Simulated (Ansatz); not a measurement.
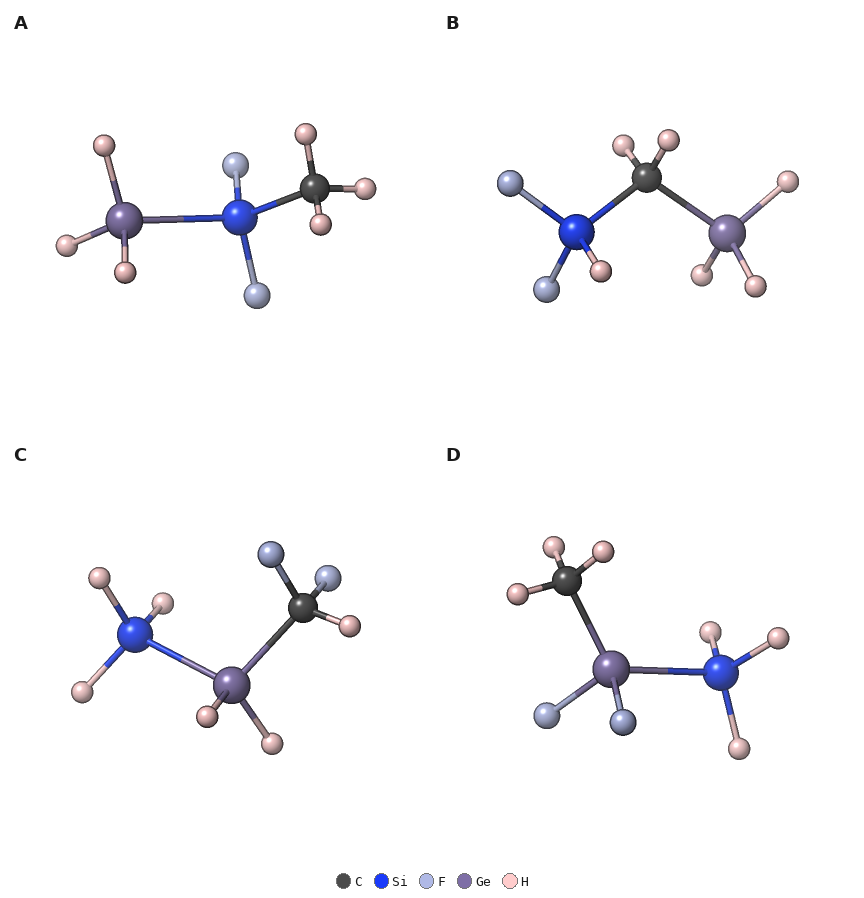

4 stationary structures of one formula. Geometries: PBE0-D4/def2-TZVP. Electronic energies: CCSD(T)/CBS (MP2 limit from def2-TZVPP and def2-QZVPP plus CCSD(T) − MP2) (Ansatz 0.2.0), without zero-point energy. No frequency run is at hand to confirm each as a minimum. Each is one conformer, not always the lowest.

### Rank them by energy, lowest first.

A is lowest; B lies 12.8 kJ/mol above it, D lies 157.8 kJ/mol above it, C lies 470.7 kJ/mol above it. A is `C[Si](F)(F)[GeH3]`, B is `F[SiH](F)[CH2][GeH3]`, C is `F[CH](F)[GeH2][SiH3]`, D is `[CH3][Ge]([F])([F])[SiH3]`.
